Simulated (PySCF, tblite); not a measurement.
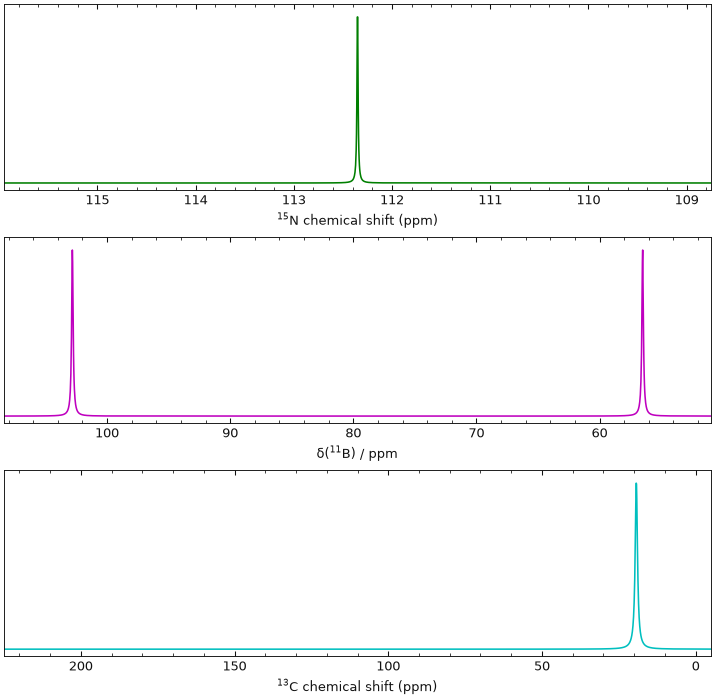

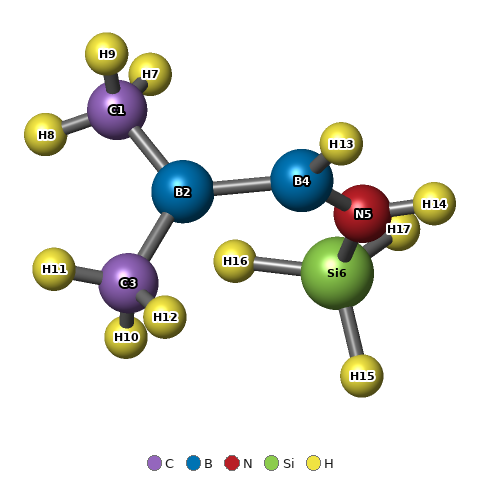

Spectrum and numbered structure of C₂H₁₁B₂NSi, SMILES CB(C)BN[SiH3]. GIAO shifts, PBE0/pcSseg-1 with PySCF 2.14.0, at a GFN2-xTB geometry (a minimum by its frequencies), against NH₃ for ¹⁵N, BF₃.OEt₂ for ¹¹B and TMS for ¹³C computed at the same level (¹⁵N: a single molecule, while the usual scales start at liquid NH₃ or nitromethane; multiply bonded nitrogen can come out tens of ppm too deshielded). Gas phase, fully decoupled, line heights follow the number of nuclei, widths are arbitrary (no quadrupolar broadening); values of one conformer, averaged over methyl-type rotors and exact or near symmetry; other conformers aren't averaged in.

Where does the ¹⁵N line lie?

Answer. At 112.4 ppm (N5).

Which atoms give which ¹¹B line?

Answer.
```
δ (ppm)  nuclei  atoms
  102.8       1     B2
   56.5       1     B4
```

Where does the ¹³C line lie?

Answer. At 19.3 ppm (C1 and C3).

Known limits of this run: the tight-binding geometry is rougher than a DFT one and adds to the error.
